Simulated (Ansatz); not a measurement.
# Ta wire along [110], 33 atoms a period: bands along the axis

Wanted: the relaxed geometry and the bands of the Ta wire along [110], 33 atoms a period.

Method: DFT PBE, plane waves, PAW; relaxation of a wire's period; PAW set soft_1, in the first sound run; inputs show where later runs differ, in Ansatz 0.2.0.

**1. Set-up**

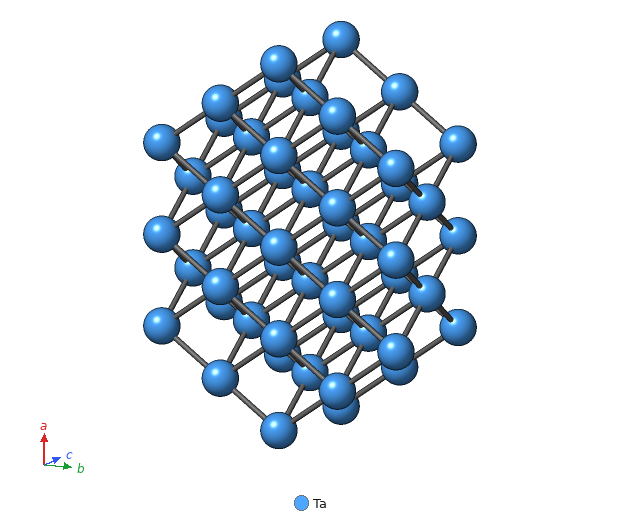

Start, viewed at a slant to the c axis; tantalum blue. Some periodic images of atoms are drawn too.

The cell holds 33 atoms: 33 Ta. Its edges and angles: a = 20.080 Å, b = 16.190 Å, c = 4.695 Å, α = 90.0°, β = 90.0°, γ = 90.0°. Vacuum lies along a and b. The structure's axis is c.

**2. Relaxation of atoms and period**

Band widths follow the bond lengths, so the wire is relaxed first. The atoms and the third cell vector are free; the box across stays fixed as vacuum. A Fermi-Dirac smearing is set since the result may be a metal. The pressure printed is a third of the stress's trace over the whole box, vacuum included; only the stress along the axis is relaxed.

The input, input.yaml:

```yaml
crystal:
  lattice:
    - [20.08, 0.0, 0.0]
    - [0.0, 16.19, 0.0]
    - [0.0, 0.0, 4.6951890271]
  atoms:
    - { symbol: Ta, position: [0.169322709, 0.500011676, 0.0] }
    - { symbol: Ta, position: [0.251992032, 0.355008926, 0.0] }
    - { symbol: Ta, position: [0.334661355, 0.210006177, 0.0] }
    - { symbol: Ta, position: [0.334661355, 0.500011676, 0.0] }
    - { symbol: Ta, position: [0.417330677, 0.355008926, 0.0] }
    - { symbol: Ta, position: [0.5, 0.210006177, 0.0] }
    - { symbol: Ta, position: [0.5, 0.500011676, 0.0] }
    - { symbol: Ta, position: [0.582669323, 0.355008926, 0.0] }
    - { symbol: Ta, position: [0.665338645, 0.210006177, 0.0] }
    - { symbol: Ta, position: [0.665338645, 0.500011676, 0.0] }
    - { symbol: Ta, position: [0.748007968, 0.355008926, 0.0] }
    - { symbol: Ta, position: [0.830677291, 0.500011676, 0.0] }
    - { symbol: Ta, position: [0.251992032, 0.500011676, 0.5] }
    - { symbol: Ta, position: [0.334661355, 0.355008926, 0.5] }
    - { symbol: Ta, position: [0.334661355, 0.645014425, 0.5] }
    - { symbol: Ta, position: [0.417330677, 0.210006177, 0.5] }
    - { symbol: Ta, position: [0.417330677, 0.500011676, 0.5] }
    - { symbol: Ta, position: [0.417330677, 0.790017174, 0.5] }
    - { symbol: Ta, position: [0.5, 0.355008926, 0.5] }
    - { symbol: Ta, position: [0.5, 0.645014425, 0.5] }
    - { symbol: Ta, position: [0.582669323, 0.210006177, 0.5] }
    - { symbol: Ta, position: [0.582669323, 0.500011676, 0.5] }
    - { symbol: Ta, position: [0.582669323, 0.790017174, 0.5] }
    - { symbol: Ta, position: [0.665338645, 0.355008926, 0.5] }
    - { symbol: Ta, position: [0.665338645, 0.645014425, 0.5] }
    - { symbol: Ta, position: [0.748007968, 0.500011676, 0.5] }
    - { symbol: Ta, position: [0.251992032, 0.645014425, 0.0] }
    - { symbol: Ta, position: [0.334661355, 0.790017174, 0.0] }
    - { symbol: Ta, position: [0.417330677, 0.645014425, 0.0] }
    - { symbol: Ta, position: [0.5, 0.790017174, 0.0] }
    - { symbol: Ta, position: [0.582669323, 0.645014425, 0.0] }
    - { symbol: Ta, position: [0.665338645, 0.790017174, 0.0] }
    - { symbol: Ta, position: [0.748007968, 0.645014425, 0.0] }
kpoints:
  mp_grid: { grid: [1, 1, 18] }
scf:
  occupations: { method: fermi_dirac, width: 0.05 }
hamiltonian:
  xc: pbe
  pseudopotentials: { kind: paw, azcp: { folder: soft_1 } }
relax:
  cell: { fix: [a, b, alpha, beta, gamma] }
  max_steps: 45
  f_tol: 0.03
```

Command:

```bash
$ ansatz run input.yaml --threads 4 --pin off --max-ram 16384MiB --backend cpu --events-out ev --progress --plain --runs-dir out
```

Numbers of over 12 decimals in the logs are rounded to 6 here.

The program printed:

```text
Engine: ansatz 0.2.0, aarch64-unknown-linux-gnu
Pseudopotentials: kind: paw
Pseudopotential: Ta, paw, valence charge 13, recommended cutoff 420 eV (normal), soft_1/Ta.paw.azcp
Functional definition: PBE
  parameter kappa = 0.804
  parameter beta = 0.066725
  exchange = pbe_x(kappa = kappa, mu = beta*pi^2/3)
  correlation = pbe_c(beta = beta)
Crystal: 33 atoms, lattice volume = 1526.383 Å³
Basis set: ecut = 420 eV, 29771 PW (Γ), exchange–correlation on 270×240×64 points (8 copies of the dense FFT grid, shifted against one another)
Bands: 258, of which v1, the nominal top of the filled ones, is band 215 counted from 1 (214 counted from 0)
Symmetry: 8 space group operations
Space group: Pmmm (ITA 47), of the structure as read, at distance tolerance 1.2e-4 Å
k-points: 10 of 18
Non-local potential: Ta, projectors of the file, l = 0: 3, l = 1: 2, l = 2: 2, l = 3: 1
PAW form: soft (Blöchl's): semilocal exchange-correlation on the pseudo side does not see the compensation charge
PAW one-centre angular grid: Ta, 590 points (default); XC on 64 Gauss nodes
Initial density: superposition of atomic densities (neutral atoms: chi_scale 0, normalization atom)
Initial wavefunctions: pseudopotential atomic-orbital guess
Functional: x = pbe(κ = 0.804, μ = 0.219515), c = pbe(β = 0.066725)
SCF iter   1: F=—  HF=-327796.915806 eV  |F-HF|=—  |Δ(HF+E_count)|=         —  Δρ=4.63e-2  dr2=4.96e2  ethr=3.10e-3  ⟨swp⟩=11.6  Hψ=12465  notcnv=0  defer=33
preconditioner: auto → LDOS  [metal: Δε(μ)=0.022 eV  Ē_g=4.062 eV  σ=0.050 eV  W_gap=0.11  n_scr=290 (ndim 8)  ℏωp=12.2 eV  f_vac=0.453  D(μ)=34.88/eV (n_scr^D=228)  β→1.0]
SCF iter   2: F=—  HF=-327787.603518 eV  |F-HF|=—  |Δ(HF+E_count)|=    9.31e0  Δρ=5.63e-2  dr2=8.92e2  ethr=3.10e-3  ⟨swp⟩=8.7  Hψ=10501  notcnv=0  defer=188
SCF iter   3: F=—  HF=-327762.205730 eV  |F-HF|=—  |Δ(HF+E_count)|=    2.54e1  Δρ=1.07e-2  dr2=9.92e0  ethr=3.10e-3  ⟨swp⟩=6.4  Hψ=7576  notcnv=0  defer=104
SCF iter   4: F=—  HF=-327761.889874 eV  |F-HF|=—  |Δ(HF+E_count)|=   3.16e-1  Δρ=3.92e-3  dr2=2.64e0  ethr=2.31e-3  ⟨swp⟩=4.2  Hψ=3576  notcnv=0  defer=102
SCF iter   5: F=—  HF=-327761.770454 eV  |F-HF|=—  |Δ(HF+E_count)|=   1.19e-1  Δρ=1.59e-3  dr2=2.34e-1  ethr=6.16e-4  ⟨swp⟩=5.2  Hψ=4031  notcnv=0  defer=99
SCF iter   6: F=—  HF=-327761.771219 eV  |F-HF|=—  |Δ(HF+E_count)|=   7.65e-4  Δρ=4.73e-4  dr2=2.28e-2  ethr=5.44e-5  ⟨swp⟩=2.1  Hψ=3666  notcnv=0  defer=99
SCF iter   7: F=—  HF=-327761.771384 eV  |F-HF|=—  |Δ(HF+E_count)|=   1.65e-4  Δρ=1.47e-4  dr2=1.88e-3  ethr=5.33e-6  ⟨swp⟩=2.2  Hψ=3277  notcnv=0  defer=99
SCF iter   8: F=—  HF=-327761.771492 eV  |F-HF|=—  |Δ(HF+E_count)|=   1.08e-4  Δρ=5.04e-5  dr2=1.92e-4  ethr=4.39e-7  ⟨swp⟩=2.4  Hψ=3380  notcnv=0  defer=99
SCF iter   9: F=—  HF=-327761.771504 eV  |F-HF|=—  |Δ(HF+E_count)|=   1.21e-5  Δρ=1.45e-5  dr2=7.54e-6  ethr=4.48e-8  ⟨swp⟩=2.4  Hψ=3407  notcnv=0  defer=99
SCF iter  10: F=—  HF=-327761.772337 eV  |F-HF|=—  |Δ(HF+E_count)|=   8.33e-4  Δρ=5.41e-6  dr2=9.76e-7  ethr=1.76e-9  ⟨swp⟩=3.1  Hψ=4578  notcnv=0  defer=99
SCF iter  11: F=-327761.772337 eV  HF=-327761.772337 eV  |F-HF|=3.49e-10  |Δ(HF+E_count)|=   1.80e-7  Δρ=1.66e-6  dr2=8.13e-8  ethr=2.33e-11  ⟨swp⟩=4.4  Hψ=10618  notcnv=0
SCF 1 converged in 11 iterations: F = -327761.772337 eV  dr2 = 8.13e-8
  greatest PAW one-centre occupation: 0.999 electrons in one spin orbital (limit 2), on the Ta atom at site 6 (counted from 0), in its partial waves of l = 0
relax step   1: F+E_penalty+E_count = -327761.77233736 eV  Δ(F+E_penalty+E_count) = +0.000e0 eV  max|allowed force component| = 2.796e0 eV/Å  Δτ_max = 0.0000 Å  P = -5.083 GPa  Ω = 1526.383 Å³  fix = [a, b, alpha, beta, gamma]  reactions: a -4.785, b -4.969 GPa  (11 SCF iters, dr2 threshold 1.00e-7 eV, accepted)
Crystal: 33 atoms, lattice volume = 1483.403 Å³
Basis set: ecut = 420 eV, 29071 PW (Γ), exchange–correlation on 270×240×64 points (8 copies of the dense FFT grid, shifted against one another)
Initial density: handed on by an earlier stage of this run
Initial wavefunctions: those handed on with the density
iter 1 solved again at ethr=1.67e-3 eV; its pass at ethr=3.10e-3 eV (dr2=7.18e0 eV) is discarded
SCF iter   1: F=—  HF=-327765.859257 eV  |F-HF|=—  |Δ(HF+E_count)|=         —  Δρ=1.13e-2  dr2=7.25e0  ethr=1.67e-3  ⟨swp⟩=4.6  Hψ=13704  notcnv=0
preconditioner: auto → LDOS  [metal: Δε(μ)=0.009 eV  Ē_g=3.416 eV  σ=0.050 eV  W_gap=0.04  n_scr=286 (ndim 8)  ℏωp=12.4 eV  f_vac=0.481  D(μ)=33.39/eV (n_scr^D=216)  β→1.0]
SCF iter   2: F=—  HF=-327765.470535 eV  |F-HF|=—  |Δ(HF+E_count)|=   3.89e-1  Δρ=7.11e-3  dr2=3.89e0  ethr=1.67e-3  ⟨swp⟩=3.6  Hψ=4235  notcnv=0  defer=28
SCF iter   3: F=—  HF=-327765.027634 eV  |F-HF|=—  |Δ(HF+E_count)|=   4.43e-1  Δρ=1.46e-3  dr2=1.25e-1  ethr=9.08e-4  ⟨swp⟩=2.1  Hψ=3994  notcnv=0  defer=114
SCF iter   4: F=—  HF=-327765.010579 eV  |F-HF|=—  |Δ(HF+E_count)|=   1.71e-2  Δρ=3.90e-4  dr2=4.33e-3  ethr=2.92e-5  ⟨swp⟩=2.4  Hψ=4465  notcnv=0  defer=114
SCF iter   5: F=—  HF=-327765.011612 eV  |F-HF|=—  |Δ(HF+E_count)|=   1.03e-3  Δρ=1.21e-4  dr2=5.90e-4  ethr=1.01e-6  ⟨swp⟩=2.4  Hψ=4163  notcnv=0  defer=114
SCF iter   6: F=—  HF=-327765.012340 eV  |F-HF|=—  |Δ(HF+E_count)|=   7.27e-4  Δρ=4.25e-5  dr2=6.97e-5  ethr=1.38e-7  ⟨swp⟩=2.0  Hψ=3523  notcnv=0  defer=114
SCF iter   7: F=—  HF=-327765.012362 eV  |F-HF|=—  |Δ(HF+E_count)|=   2.23e-5  Δρ=1.56e-5  dr2=1.20e-5  ethr=1.62e-8  ⟨swp⟩=2.3  Hψ=3933  notcnv=0  defer=114
SCF iter   8: F=-327765.012362 eV  HF=-327765.012363 eV  |F-HF|=3.63e-7  |Δ(HF+E_count)|=   9.09e-7  Δρ=5.38e-6  dr2=9.62e-7  ethr=7.69e-10  ⟨swp⟩=5.0  Hψ=9042  notcnv=0
SCF 2 converged in 8 iterations: F = -327765.012362 eV  dr2 = 9.62e-7
  greatest PAW one-centre occupation: 0.999 electrons in one spin orbital (limit 2), on the Ta atom at site 21 (counted from 0), in its partial waves of l = 0
relax step   2: F+E_penalty+E_count = -327765.01236249 eV  Δ(F+E_penalty+E_count) = -3.240e0 eV  max|allowed force component| = 6.099e-1 eV/Å  Δτ_max = 0.1950 Å  P = -1.121 GPa  Ω = 1483.403 Å³  energy of the carried Pulay correction = +3.577e-3 eV  fix = [a, b, alpha, beta, gamma]  reactions: a -1.004, b -1.594 GPa  (8 SCF iters, dr2 threshold 3.30e-6 eV, accepted)
Crystal: 33 atoms, lattice volume = 1476.635 Å³
Basis set: ecut = 420 eV, 28919 PW (Γ), exchange–correlation on 270×240×64 points (8 copies of the dense FFT grid, shifted against one another)
SCF iter   1: F=—  HF=-327765.944096 eV  |F-HF|=—  |Δ(HF+E_count)|=         —  Δρ=1.09e-2  dr2=1.62e1  ethr=3.10e-3  ⟨swp⟩=6.6  Hψ=7168  notcnv=0  defer=36
[...]
Initial wavefunctions: pseudopotential atomic-orbital guess (no wavefunctions were taken with the density)
iter 1 solved again at ethr=5.54e-6 eV; its pass at ethr=3.10e-3 eV (dr2=2.38e-2 eV) is discarded
SCF iter   1: F=—  HF=-327765.372679 eV  |F-HF|=—  |Δ(HF+E_count)|=         —  Δρ=3.47e-5  dr2=2.04e-6  ethr=5.54e-6  ⟨swp⟩=5.5  Hψ=17550  notcnv=0  defer=1
eigensolver tolerance schedule: the retry pair's looser diagonalisation over-reported the residual by 11666.05 of it (diagonalisation noise at an unbounded share of the residual, at the tolerance the schedule requests for it); recorded, not acted on — ethr = c·dr2/N_el stays at c = 1.0e-1
preconditioner: auto → LDOS  [metal: Δε(μ)=0.006 eV  Ē_g=3.400 eV  σ=0.050 eV  W_gap=0.03  n_scr=286 (ndim 8)  ℏωp=12.4 eV  f_vac=0.484  D(μ)=33.64/eV (n_scr^D=216)  β→1.0]
SCF iter   2: F=—  HF=-327765.373456 eV  |F-HF|=—  |Δ(HF+E_count)|=   7.78e-4  Δρ=8.89e-6  dr2=4.56e-7  ethr=4.75e-10  ⟨swp⟩=4.6  Hψ=7921  notcnv=0  defer=1
SCF iter   3: F=—  HF=-327765.373456 eV  |F-HF|=—  |Δ(HF+E_count)|=   8.61e-8  Δρ=1.40e-6  dr2=6.19e-8  ethr=1.06e-10  ⟨swp⟩=2.0  Hψ=4707  notcnv=0  defer=1
SCF iter   4: F=—  HF=-327765.373456 eV  |F-HF|=—  |Δ(HF+E_count)|=   7.10e-9  Δρ=5.50e-7  dr2=6.97e-9  ethr=1.44e-11  ⟨swp⟩=2.8  Hψ=5084  notcnv=0  defer=1
SCF iter   5: F=-327765.373456 eV  HF=-327765.373456 eV  |F-HF|=4.07e-10  |Δ(HF+E_count)|=  8.15e-10  Δρ=1.61e-7  dr2=3.08e-10  ethr=1.00e-12  ⟨swp⟩=3.9  Hψ=10470  notcnv=0
SCF 8 converged in 5 iterations: F = -327765.373456 eV  dr2 = 3.08e-10
relax step   8: F+E_penalty+E_count = -327765.37345629 eV  Δ(F+E_penalty+E_count) = +3.623e-3 eV  max|allowed force component| = 8.944e-3 eV/Å  Δτ_max = 0.0000 Å  P = -0.039 GPa  Ω = 1481.990 Å³  fix = [a, b, alpha, beta, gamma]  reactions: a +0.012, b -0.142 GPa  stress off target by 1.42e-2 GPa on what of the cell is left free  SCF on the basis re-selected at this cell (its energy is not comparable with the rows above)  (5 SCF iters)
basis re-selected at this cell: Δ(F+E_penalty+E_count) = +3.623e-3 eV, ΔP = +0.000 GPa vs the last step (what re-selecting the basis moved, of the pressure what is left beyond the Pulay correction that the steps carried, after the strain that the cell walked since its last selection, with what the two solves' SCF thresholds leave and, on support functions, any second-order correction that the steps lacked; it is no m [...]
SCF converged after 5 iterations
Free energy (F): -327765.373456 eV
Harris-Foulkes:  -327765.373456 eV  (|F-HF|=4.07e-10)
Internal energy: -327765.085497 eV  (E = F + TS)
E sigma→0 (E₀):  -327765.229477 eV
Entropy (-TS):   -0.287959 eV (-8.726 meV/atom)
Fermi energy:    5.443560 eV
--- Per-component energies (eV) ---
  E_band       = -9136.720369
  E_kinetic    = 12982.080065
  E_local      = -243505.399470  (includes V_loc(G=0)·N_el)
  E_nonlocal   = -359.485163
  E_hartree    = 116408.929406
  E_xc         = -10576.286041
  E_vxc        = -7675.956512  (∫ρ·V_xc dr)
  E_paw        = -274050.222191  (= ΣΔE_a)
  E_vpaw       = -3395.817681  (= ΣTr[D̂ρ^β])
  E_aug_tail   = 0.003092  (compensation charges beyond the density's cutoff)
  E_ewald      = 71335.294805
  E_smearing   = -0.287959  (= −TS)
  E_closure    = -0.000000  (closes the sum)
  Σ components = -327765.373456   (vs F -327765.373456, Δ=0.00e0)
--- Forces (eV/Å), atoms counted from 1 ---
  atom   1  Ta    -0.00530647     0.00000000     0.00000000
  atom   2  Ta    -0.00533615    -0.00186233     0.00000000
  atom   3  Ta    -0.00531758     0.00319251     0.00000000
  atom   4  Ta     0.00842941     0.00000000     0.00000000
  atom   5  Ta    -0.00012239     0.00014752     0.00000000
  atom   6  Ta    -0.00000000     0.00625215     0.00000000
  atom   7  Ta     0.00000000     0.00000000     0.00000000
  atom   8  Ta     0.00012239     0.00014752     0.00000000
  atom   9  Ta     0.00531758     0.00319251     0.00000000
  atom  10  Ta    -0.00842941    -0.00000000     0.00000000
  atom  11  Ta     0.00533615    -0.00186233     0.00000000
  atom  12  Ta     0.00530647    -0.00000000     0.00000000
  atom  13  Ta     0.00618169    -0.00000000     0.00000000
  atom  14  Ta    -0.00203270     0.00106719     0.00000000
  atom  15  Ta    -0.00203270    -0.00106719     0.00000000
  atom  16  Ta     0.00159127     0.00894431     0.00000000
  atom  17  Ta     0.00214203     0.00000000     0.00000000
  atom  18  Ta     0.00159127    -0.00894431     0.00000000
  atom  19  Ta    -0.00000000     0.00126150     0.00000000
  atom  20  Ta     0.00000000    -0.00126150     0.00000000
  atom  21  Ta    -0.00159127     0.00894431     0.00000000
  atom  22  Ta    -0.00214203    -0.00000000     0.00000000
  atom  23  Ta    -0.00159127    -0.00894431     0.00000000
  atom  24  Ta     0.00203270     0.00106719     0.00000000
  atom  25  Ta     0.00203270    -0.00106719     0.00000000
  atom  26  Ta    -0.00618169     0.00000000     0.00000000
  atom  27  Ta    -0.00533615     0.00186233     0.00000000
  atom  28  Ta    -0.00531758    -0.00319251     0.00000000
  atom  29  Ta    -0.00012239    -0.00014752     0.00000000
  atom  30  Ta     0.00000000    -0.00625215     0.00000000
  atom  31  Ta     0.00012239    -0.00014752     0.00000000
  atom  32  Ta     0.00531758    -0.00319251     0.00000000
  atom  33  Ta     0.00533615     0.00186233     0.00000000
  max |Σ_I F_I| component: 1.73e-18 eV/Å
--- Stress (GPa, compression-positive) ---
        0.012037       0.000000       0.000000
        0.000000      -0.141936       0.000000
        0.000000       0.000000       0.014222
  P = ⅓ Tr σ = -0.0386 GPa (-0.386 kbar)
--- Relaxed structure (7 steps of the walk, 6 accepted, 1 SCFs on fresh bases) ---
  F+E_penalty+E_count = -327765.37345629 eV   max|allowed force component| = 8.944e-3 eV/Å   (the final SCF, on the basis selected at the relaxed cell)
  cell:  # Å, volume = 1481.9896 Å³
    - [20.08, 0.0, 0.0]
    - [0.0, 16.19, 0.0]
    - [0.0, 0.0, 4.558633]
  atoms:
    - { symbol: Ta, position: [0.180696, 0.500012, 0.0] }
    - { symbol: Ta, position: [0.251429, 0.365183, 0.0] }
    - { symbol: Ta, position: [0.339510, 0.225616, 0.0] }
    - { symbol: Ta, position: [0.332932, 0.500012, 0.0] }
    - { symbol: Ta, position: [0.416776, 0.359301, 0.0] }
    - { symbol: Ta, position: [0.5, 0.214749, 0.0] }
    - { symbol: Ta, position: [0.5, 0.500012, 0.0] }
    - { symbol: Ta, position: [0.583224, 0.359301, 0.0] }
    - { symbol: Ta, position: [0.660490, 0.225616, 0.0] }
    - { symbol: Ta, position: [0.667068, 0.500012, 0.0] }
    - { symbol: Ta, position: [0.748571, 0.365183, 0.0] }
    - { symbol: Ta, position: [0.819304, 0.500012, 0.0] }
    - { symbol: Ta, position: [0.252771, 0.500012, 0.5] }
    - { symbol: Ta, position: [0.334355, 0.350296, 0.5] }
    - { symbol: Ta, position: [0.334355, 0.649727, 0.5] }
    - { symbol: Ta, position: [0.419692, 0.215312, 0.5] }
    - { symbol: Ta, position: [0.415139, 0.500012, 0.5] }
    - { symbol: Ta, position: [0.419692, 0.784711, 0.5] }
    - { symbol: Ta, position: [0.5, 0.357110, 0.5] }
    - { symbol: Ta, position: [0.5, 0.642913, 0.5] }
    - { symbol: Ta, position: [0.580308, 0.215312, 0.5] }
    - { symbol: Ta, position: [0.584861, 0.500012, 0.5] }
    - { symbol: Ta, position: [0.580308, 0.784711, 0.5] }
    - { symbol: Ta, position: [0.665645, 0.350296, 0.5] }
    - { symbol: Ta, position: [0.665645, 0.649727, 0.5] }
    - { symbol: Ta, position: [0.747229, 0.500012, 0.5] }
    - { symbol: Ta, position: [0.251429, 0.634840, 0.0] }
    - { symbol: Ta, position: [0.339510, 0.774407, 0.0] }
    - { symbol: Ta, position: [0.416776, 0.640722, 0.0] }
    - { symbol: Ta, position: [0.5, 0.785274, 0.0] }
    - { symbol: Ta, position: [0.583224, 0.640722, 0.0] }
    - { symbol: Ta, position: [0.660490, 0.774407, 0.0] }
    - { symbol: Ta, position: [0.748571, 0.634840, 0.0] }
```

Elapsed: 11 min, on 4 threads of Arm Neoverse V1, shared host; peak memory 7.9 GiB; 45 min of CPU time.

[end of part 1 of 2]

[Logs are printed without paths, hosts, clocks, repeated set-up lines and the standing remarks that a program may print on its own settings, such as how far it seeks lower states.]

[Hosts, paths, dates, database ids (printed as entryN), source tags and the programs' standing remarks are cut or masked in the printed files.]
